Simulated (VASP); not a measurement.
Input:

```yaml
crystal:
  lattice:
    - [-1.59384, 1.59384, 3.89148]
    - [1.59384, -1.59384, 3.89148]
    - [1.59384, 1.59384, -3.89148]
  atoms:
    - { symbol: Si, position: [0.66534, 0.66534, 0.00000] }
    - { symbol: Si, position: [0.33466, 0.33466, 0.00000] }
    - { symbol: W, position: [0.00000, 0.00000, 0.00000] }
```

Method: LDA (Ceperley-Alder, Perdew-Zunger), VASP's LDA PAW potentials (set 64) (plane waves; VASP 6.6.1). Run with 520 eV cut-off, 15×15×15 Γ-centred mesh, tetrahedra with Blöchl corrections, potentials Si W_sv.

Unless said otherwise, spin-orbit coupling is left out, though it shifts the bands of the heavy elements here.

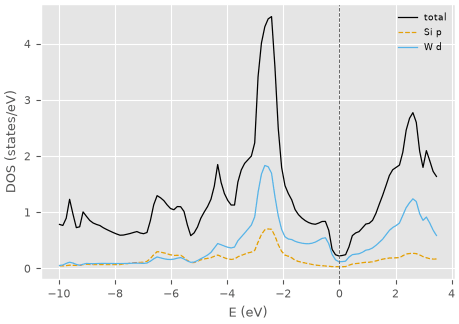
*Total and projected density of states, zero at the Fermi level*

Within 2 eV below the Fermi level the largest weight inside VASP's projection spheres is W d, then Si p.

It has no gap at this level: it comes out as a metal or semimetal.

The compound is WSi2 in the MoSi2 type structure. It was relaxed first.
